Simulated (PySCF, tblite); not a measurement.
**C₃H₉ClSi₃: geometry, infrared bands and NMR shifts**

What infrared bands and NMR shifts should C₃H₉ClSi₃ (`C=C1C[Si@@H]([SiH3])[Si@@H]1Cl`) show?

Computed with tblite 0.8.0 and PySCF 2.14.0, with density-fitted response routines of our own, on a single molecule in the gas phase. Atoms are numbered from 0 throughout.

### Step 1. The starting structure

16 atoms, charge 0, multiplicity 1; geometry from: force field or distance geometry start.

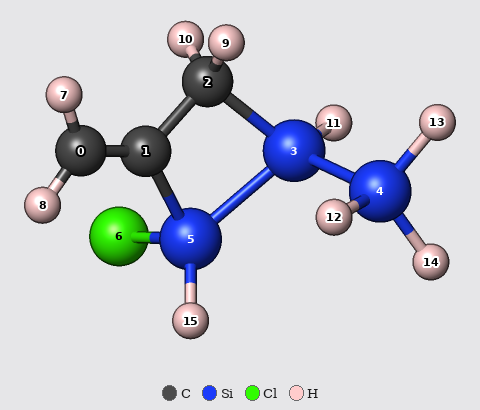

The starting geometry (carbon dark grey, silicon blue, chlorine green, hydrogen pink), atoms numbered; sticks join atoms by distance.

### Step 2. Relaxing the molecule with GFN2-xTB

What the job is given:

```
{"job": {"kind": "relax", "xc": "GFN2-xTB", "basis": "xTB"}, "charge": 0, "multiplicity": 1}
C     -2.144200     1.398000     0.326200
C     -1.300500     0.423300    -0.004100
C     -0.406900     0.257200    -1.262000
Si     0.836200    -0.953900    -0.502900
Si     2.561700     0.071700     0.532100
Si    -0.816400    -1.184200     0.944700
Cl    -2.309700    -2.468400     0.469800
H     -2.299800     2.242200    -0.343300
H     -2.712500     1.374500     1.255500
H      0.068900     1.175000    -1.615100
H     -0.932600    -0.180300    -2.131800
H      1.181400    -2.117900    -1.379500
H      2.103100     1.215000     1.371100
H      3.540500     0.587300    -0.477000
H      3.275100    -0.873600     1.412600
H     -0.651800    -0.957000     2.419000
```

Run with:

```
> OMP_NUM_THREADS=1 python probes_run.py task.json out
```

One launch serves the whole session: the jobs run in the order shown.

The program printed:

```text
step      E/eV     max force
  0    -563.16055    2.184
  1    -563.29944    0.836
  2    -563.35779    0.464
  3    -563.38802    0.460
  4    -563.41995    0.460
  5    -563.44493    0.452
  6    -563.46686    0.344
  7    -563.48233    0.290
  8    -563.49683    0.254
  9    -563.51042    0.284
 10    -563.52306    0.385
 11    -563.53589    0.390
 12    -563.54683    0.273
 13    -563.55415    0.257
 14    -563.55904    0.179
 15    -563.56269    0.198
 16    -563.56567    0.139
 17    -563.56781    0.091
 18    -563.56942    0.110
 19    -563.57091    0.128
 20    -563.57242    0.109
 21    -563.57399    0.114
 22    -563.57555    0.095
 23    -563.57690    0.090
 24    -563.57798    0.089
 25    -563.57885    0.085
 26    -563.57961    0.073
 27    -563.58040    0.086
 28    -563.58120    0.070
 29    -563.58199    0.072
 30    -563.58288    0.097
 31    -563.58396    0.135
 32    -563.58509    0.126
 33    -563.58600    0.070
 34    -563.58666    0.052
 35    -563.58723    0.084
 36    -563.58792    0.114
 37    -563.58867    0.102
 38    -563.58929    0.061
 39    -563.58981    0.052
 40    -563.59037    0.070
 41    -563.59102    0.085
 42    -563.59177    0.076
 43    -563.59255    0.065
 44    -563.59338    0.080
 45    -563.59429    0.097
 46    -563.59520    0.073
 47    -563.59604    0.073
 48    -563.59693    0.076
 49    -563.59795    0.101
 50    -563.59899    0.094
 51    -563.59992    0.075
 52    -563.60066    0.078
 53    -563.60128    0.101
 54    -563.60188    0.100
 55    -563.60241    0.064
 56    -563.60277    0.052
 57    -563.60304    0.040
 58    -563.60328    0.049
 59    -563.60352    0.040
 60    -563.60375    0.039
 61    -563.60397    0.037
 62    -563.60421    0.040
 63    -563.60453    0.050
 64    -563.60488    0.049
 65    -563.60519    0.043
 66    -563.60540    0.042
 67    -563.60556    0.034
 68    -563.60577    0.039
 69    -563.60606    0.062
 70    -563.60643    0.066
 71    -563.60677    0.049
 72    -563.60699    0.034
 73    -563.60712    0.028
 74    -563.60725    0.043
 75    -563.60745    0.056
 76    -563.60774    0.058
 77    -563.60807    0.044
 78    -563.60836    0.048
 79    -563.60857    0.041
 80    -563.60879    0.047
 81    -563.60907    0.060
 82    -563.60936    0.052
 83    -563.60962    0.045
 84    -563.60987    0.057
 85    -563.61024    0.068
 86    -563.61090    0.083
 87    -563.61183    0.102
 88    -563.61272    0.079
 89    -563.61334    0.047
 90    -563.61381    0.060
 91    -563.61437    0.086
 92    -563.61527    0.106
 93    -563.61679    0.097
 94    -563.61924    0.078
 95    -563.62013    0.112
 96    -563.62078    0.153
 97    -563.62121    0.060
 98    -563.62145    0.097
 99    -563.62174    0.041
100    -563.62203    0.042
101    -563.62238    0.038
102    -563.62302    0.051
103    -563.62380    0.062
104    -563.62469    0.078
105    -563.62541    0.152
106    -563.62620    0.104
107    -563.62707    0.072
108    -563.62864    0.073
109    -563.62939    0.064
110    -563.63016    0.073
111    -563.63044    0.035
112    -563.63060    0.073
113    -563.63076    0.035
114    -563.63094    0.029
115    -563.63119    0.033
116    -563.63134    0.028
117    -563.63155    0.029
118    -563.63174    0.038
119    -563.63195    0.030
120    -563.63218    0.042
121    -563.63243    0.040
122    -563.63264    0.061
123    -563.63277    0.042
124    -563.63297    0.039
125    -563.63315    0.034
126    -563.63335    0.021
127    -563.63344    0.024
128    -563.63353    0.038
129    -563.63360    0.032
130    -563.63367    0.027
131    -563.63376    0.031
132    -563.63386    0.024
133    -563.63395    0.021
134    -563.63403    0.016
135    -563.63409    0.017
136    -563.63415    0.022
137    -563.63422    0.025
138    -563.63427    0.018
139    -563.63430    0.016
140    -563.63433    0.016
141    -563.63436    0.018
142    -563.63438    0.017
143    -563.63440    0.011
144    -563.63442    0.010
```

Run time: 2.5 s. Hardware: 1 thread of Arm Neoverse N1, shared host.

Step by step: (not every step is listed)

```
step  energy from step 0 (eV)  largest force (eV/Å)
   0                   0.0000                2.1839
   1                  -0.1389                0.8359
   2                  -0.1972                0.4637
   3                  -0.2275                0.4602
   4                  -0.2594                0.4601
   5                  -0.2844                0.4518
   6                  -0.3063                0.3443
   7                  -0.3218                0.2896
   8                  -0.3363                0.2539
  21                  -0.4134                0.1144
  34                  -0.4261                0.0525
  47                  -0.4355                0.0727
  60                  -0.4432                0.0388
  73                  -0.4466                0.0277
  86                  -0.4504                0.0829
  99                  -0.4612                0.0412
 112                  -0.4701                0.0733
 125                  -0.4726                0.0337
 138                  -0.4737                0.0176
 139                  -0.4738                0.0159
 140                  -0.4738                0.0162
 141                  -0.4738                0.0178
 142                  -0.4738                0.0168
 143                  -0.4739                0.0114
 144                  -0.4739                0.0097
```

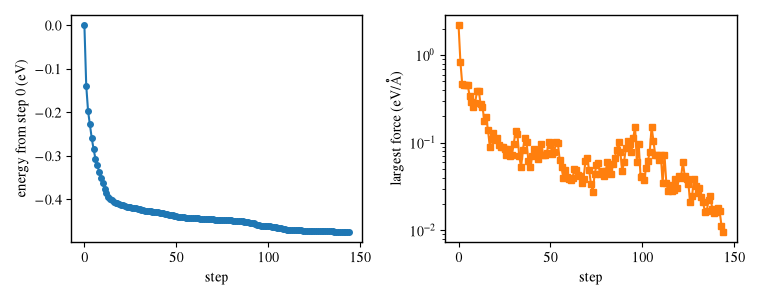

Energy and force, step by step.

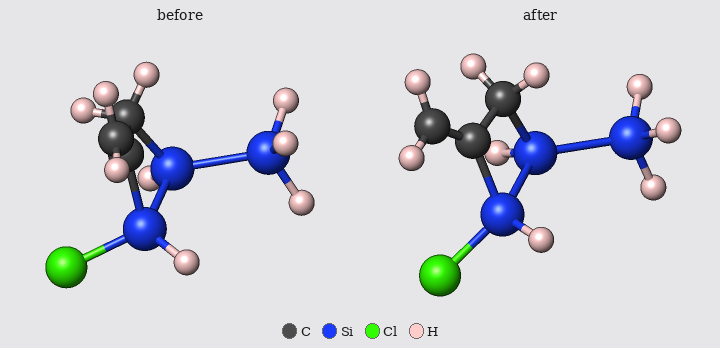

The geometry before (left) and after (right).

Close pairs (by a distance rule), those that changed most:

```
   bond  before (Å)  after (Å)  change (Å)
Si3–Si5       2.209      2.347      +0.138
Si3–Si4       2.258      2.313      +0.055
 C2–Si3       1.894      1.937      +0.042
  C1–C2       1.552      1.515      -0.037
Si5–H15       1.501      1.467      -0.034
Si4–H13       1.497      1.465      -0.033
Si4–H12       1.490      1.465      -0.026
 C1–Si5       1.928      1.905      -0.024
```

The next job starts from the end point, and lists it.

### Step 3. Vibrational analysis with GFN2-xTB

What the job is given:

```
{"job": {"kind": "ir", "xc": "GFN2-xTB", "basis": "xTB"}, "charge": 0, "multiplicity": 1}
C     -2.711385     0.939278    -0.247097
C     -1.516691     0.423780    -0.011916
C     -0.261866     0.753525    -0.793302
Si     0.857684    -0.740917    -0.279642
Si     3.026975    -0.215292     0.326760
Si    -0.963805    -0.950714     1.185341
Cl    -2.200051    -2.565864     1.203487
H     -2.883778     1.671788    -1.023088
H     -3.576344     0.649652     0.327128
H      0.143436     1.708111    -0.450220
H     -0.465121     0.872388    -1.856790
H      0.829789    -1.718220    -1.390763
H      3.082851     0.874275     1.304203
H      3.867915     0.191070    -0.801402
H      3.678446    -1.374629     0.939203
H     -0.915654    -0.509288     2.583358
```

The program printed:

```text
mode    cm-1     km/mol
  1      12.8      0.02
  2      38.5      0.13
  3      69.1      1.98
  4      72.8      2.87
  5     110.7      2.81
  6     135.2      2.54
  7     302.0      2.30
  8     327.4      5.52
  9     334.9     30.29
 10     371.4     23.72
 11     421.8     21.17
 12     430.7     42.64
 13     490.5    206.41
 14     493.5     48.13
 15     512.3    236.67
 16     572.9     69.89
 17     600.7     87.26
 18     619.8    174.90
 19     637.7     20.70
 20     676.6    144.09
 21     726.7     57.06
 22     754.0    265.92
 23     783.4    428.76
 24     811.1    137.00
 25     823.0    136.98
 26     906.9     19.73
 27     931.4     14.90
 28    1072.1      4.02
 29    1141.7     15.47
 30    1192.8      0.46
 31    1414.4      0.01
 32    1461.4      4.27
 33    1692.4      2.15
 34    2089.2    217.30
 35    2177.2    263.48
 36    2236.5    434.98
 37    2239.7    288.82
 38    2244.5    192.66
 39    2950.1     28.94
 40    2993.2     13.86
 41    3056.5     50.50
 42    3098.4     34.25
```

Run time: 1.4 s. Hardware: 1 thread of Arm Neoverse N1, shared host.

Which atoms move in the most intense modes:

```
cm⁻¹  km/mol                                atoms
 490   206.4         Si5 36 %, H11 28 %, Cl6 15 %
 512   236.7          H15 30 %, Si3 27 %, C1 12 %
 754   265.9  H9 19 %, C2 18 %, H10 13 %, H8 13 %
 783   428.8         H12 27 %, H14 24 %, H13 23 %
2089   217.3                             H11 96 %
2177   263.5                             H15 95 %
2236   435.0                   H12 57 %, H13 38 %
2240   288.8                   H13 50 %, H12 37 %
```

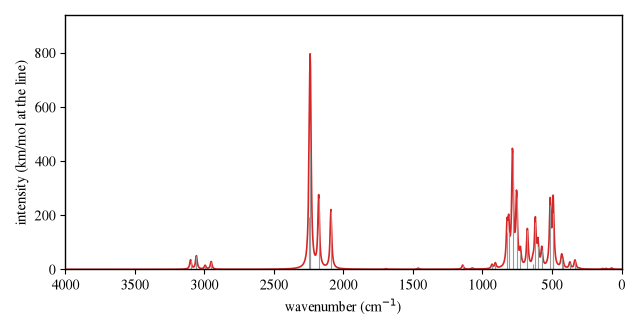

The infrared spectrum from these modes, unscaled. Lines are broadened to a width of 14 cm⁻¹ (Lorentzian).

### Step 4. Nuclear shieldings: PBE0/pcSseg-1

The job, as its differences from that of step 3:

```diff
@@ -1,2 +1,2 @@
-{"job": {"kind": "ir", "xc": "GFN2-xTB", "basis": "xTB"}, "charge": 0, "multiplicity": 1}
+{"job": {"kind": "nmr", "xc": "PBE0", "basis": "pcSseg-1"}, "charge": 0, "multiplicity": 1}
 C     -2.711385     0.939278    -0.247097
```

Level: GIAO PBE0/pcSseg-1 NMR shielding, non-relativistic, gas phase.

The program printed:

```text
coarse grid: 15336 points
cycle   1  E = -1447.6028006893  dE =  5.686e-01  |g| = 4.184e-01  |ddm| = 3.753e+00
cycle   2  E = -1447.5798805016  dE =  2.292e-02  |g| = 5.066e-01  |ddm| = 1.103e+00
cycle   3  E = -1447.6509648388  dE = -7.108e-02  |g| = 4.450e-02  |ddm| = 6.796e-01
cycle   4  E = -1447.6512695507  dE = -3.047e-04  |g| = 3.230e-02  |ddm| = 9.402e-02
cycle   5  E = -1447.6515136017  dE = -2.441e-04  |g| = 9.619e-03  |ddm| = 4.086e-02
cycle   6  E = -1447.6515384500  dE = -2.485e-05  |g| = 2.353e-03  |ddm| = 1.239e-02
cycle   7  E = -1447.6515396387  dE = -1.189e-06  |g| = 4.160e-04  |ddm| = 2.894e-03
final grid: 129496 points
cycle   8  E = -1447.6903304528  dE = -2.556e-05  |g| = 6.127e-03  |ddm| = 2.334e-02
cycle   9  E = -1447.6903252273  dE =  5.225e-06  |g| = 7.144e-03  |ddm| = 1.430e-02
cycle  10  E = -1447.6903389817  dE = -1.375e-05  |g| = 1.187e-03  |ddm| = 9.248e-03
cycle  11  E = -1447.6903392745  dE = -2.928e-07  |g| = 4.600e-04  |ddm| = 1.536e-03
cycle  12  E = -1447.6903393294  dE = -5.487e-08  |g| = 6.223e-05  |ddm| = 4.315e-04
cycle  13  E = -1447.6903393305  dE = -1.047e-09  |g| = 1.416e-05  |ddm| = 1.094e-04
cycle  14  E = -1447.6903393305  dE = -5.775e-11  |g| = 4.321e-06  |ddm| = 2.599e-05
converged SCF energy = -1447.6903393305

GIAO shielding tensors (ppm)
atom      isotropic    diamagn.    paramagn.     s11        s22        s33       span
  0 C       49.272     250.902    -201.630    -65.677     60.991    152.501    218.178
  1 C       22.500     266.250    -243.750    -77.377     19.206    125.670    203.046
  2 C      163.946     252.682     -88.736    145.831    155.283    190.723     44.891
  3 Si     406.377     880.635    -474.258    350.653    404.357    464.119    113.465
  4 Si     465.024     879.469    -414.445    454.247    460.124    480.701     26.455
  5 Si     346.792     878.558    -531.766    287.677    368.537    384.163     96.486
  6 Cl     950.970    1147.962    -196.992    864.381    970.005   1018.525    154.144
  7 H       25.524      30.524      -5.000     22.006     24.815     29.752      7.747
  8 H       25.719      29.503      -3.784     22.102     24.383     30.673      8.572
  9 H       29.479      32.646      -3.167     25.229     28.885     34.324      9.095
 10 H       29.287      32.582      -3.295     25.096     27.832     34.932      9.836
 11 H       26.979      29.466      -2.487     24.309     25.528     31.099      6.791
 12 H       28.214      28.734      -0.520     24.844     26.449     33.350      8.505
 13 H       28.098      28.284      -0.185     24.614     25.695     33.985      9.371
 14 H       28.265      27.975       0.290     24.756     26.085     33.954      9.198
 15 H       25.667      28.607      -2.940     21.880     24.914     30.208      8.328
```

It took 63 s on 1 thread of Arm Neoverse N1, shared host; peak memory 0.85 GiB.

The references, computed at this level on geometries of the same kind, shield at (ppm): 1H TMS 31.72, 13C TMS 186.9, 29Si TMS 349.2, 35Cl HCl 950. Their shielding less the atom's gives the shift. The references are single molecules in the gas phase. Atoms listed in one row are averaged.

```
        atoms                                                      environment  σ (ppm)  δ (ppm)  δ scaled to CDCl3
           C1                                  fully substituted alkene carbon     22.5    164.4              158.6
           C0                                             terminal =CH2 carbon     49.3    137.7              132.4
           C2                                     allylic sp3 CH2 bonded to Si    163.9     23.0               20.5
           H7                               hydrogen on a terminal =CH2 carbon    25.52     6.19               5.94
          H15  hydrogen on a silicon bonded to C, Cl, Si, in a 4-membered ring    25.67     6.05                  –
           H8                               hydrogen on a terminal =CH2 carbon    25.72     6.00               5.76
          H11    hydrogen on a silicon bonded to C, 2 Si, in a 4-membered ring    26.98     4.74                  –
H12, H13, H14                               hydrogen on a silicon bonded to Si    28.19     3.52                  –
          H10                      hydrogen on an allylic sp3 CH2 bonded to Si    29.29     2.43               2.40
           H9                      hydrogen on an allylic sp3 CH2 bonded to Si    29.48     2.24               2.21
          Si5             silicon bonded to C, Cl, Si, H, in a 4-membered ring    346.8      2.4                  –
          Si3               silicon bonded to C, 2 Si, H, in a 4-membered ring    406.4    -57.2                  –
          Si4                                        silicon bonded to Si, 3 H    465.0   -115.9                  –
          Cl6                                            chlorine bonded to Si      951       -1                  –
```

The scaled column applies a straight-line fit of computed shieldings to shifts measured in CDCl3, with any fitted terms for Cl, Br or S neighbours (root-mean-square error 0.16 ppm for H, 1.9 ppm for C).

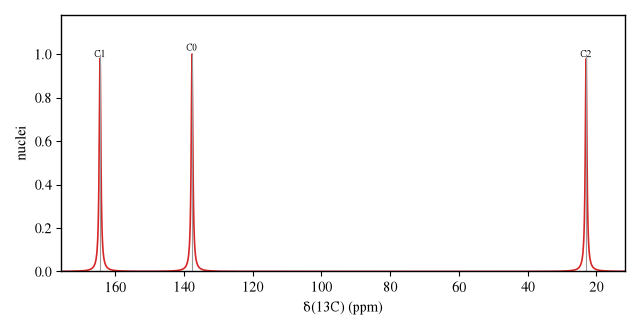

13C lines at the computed shifts, without couplings. Lines are broadened to a width of 0.57 ppm (Lorentzian).

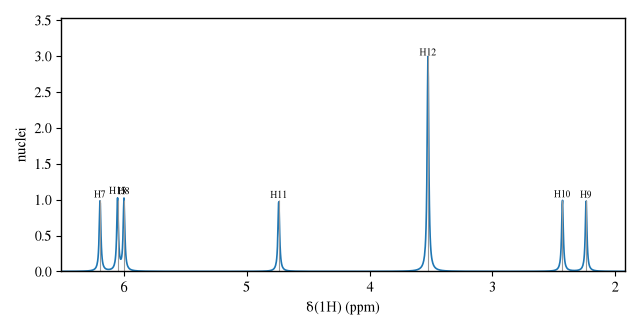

1H lines at the computed shifts, without couplings. Lines are broadened to a width of 0.02 ppm (Lorentzian).

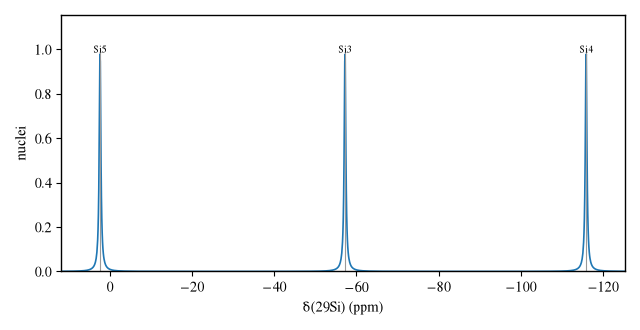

29Si lines at the computed shifts, without couplings. Lines are broadened to a width of 0.47 ppm (Lorentzian).

Charges from the same density, by scheme (e):

```
atoms  Mulliken    IAO  Hirshfeld  ESP fit
   C0     -0.06  -0.29      -0.09    -0.53
   C1     -0.58  -0.25      -0.09     0.14
   C2     -0.39  -0.52      -0.16    -0.35
  Si3      0.08   0.28       0.18     0.17
  Si4      0.24   0.30       0.21     0.21
  Si5      0.69   0.64       0.26     0.14
  Cl6     -0.31  -0.30      -0.13    -0.16
```

Mulliken charges:

C0 -0.06; C1 -0.58; C2 -0.39; Si3 0.08; Si4 0.24; Si5 0.69; Cl6 -0.31; H7 0.11; H8 0.12; H9 0.16; H10 0.15; H11 0.00; H12 -0.06; H13 -0.05; H14 -0.06; H15 -0.03

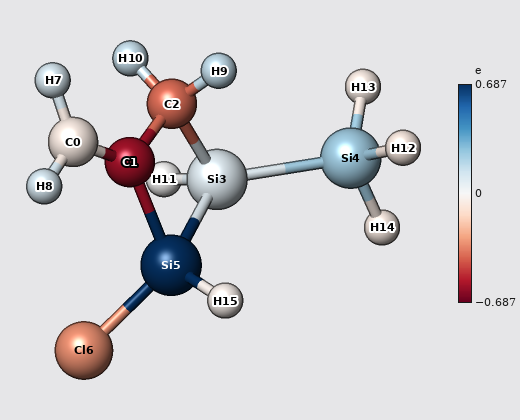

Mulliken charges, as colours on the atoms.

Mayer bond orders: C0–C1 2.00, C1–C2 1.00, C2–Si3 0.86, Si3–Si4 0.90, Si3–Si5 0.87, Si5–Cl6 0.97, Si5–C1 0.85.

Ring of atoms C1, C2, Si3, Si5: NICS(0) 2.0, NICS(1) -1.4, NICS(1)zz 4.0 ppm (means of both faces).

### Step 5. Summary of results

| quantity | value |
| --- | --- |
| strongest single infrared mode (GFN2-xTB) | 2236 cm⁻¹, 435 km/mol |
| zero-point energy (GFN2-xTB) | 62.9 kcal/mol |
| 13C shifts against TMS (PBE0/pcSseg-1) | 164.4, 137.7, 23.0 ppm |
| 1H shifts against TMS (PBE0/pcSseg-1, means over atoms taken as alike) | 6.19, 6.05, 6.00, 4.74, 3.52, 2.43, 2.24 ppm |
| 29Si shifts against TMS (PBE0/pcSseg-1) | 2.4, -57.2, -115.9 ppm |
| 35Cl shifts against HCl (PBE0/pcSseg-1) | -1 ppm |

What this shows: Over 144 steps the energy fell by 0.474 eV; of the close pairs, Si3–Si5 changed most, 2.209 to 2.347 Å. All 42 modes are real, so the xTB geometry is a minimum. Unscaled tight-binding wavenumbers are off by several per cent, some by more. Its intensities can rank the bands wrongly. C1 (fully substituted alkene carbon) lies farthest downfield among carbon, at 164.4 ppm; as expected for a trigonal carbon in a double bond. At PBE0/pcSseg-1: The widest tensor belongs to C0: span 218 ppm, with a paramagnetic part of -202 ppm.
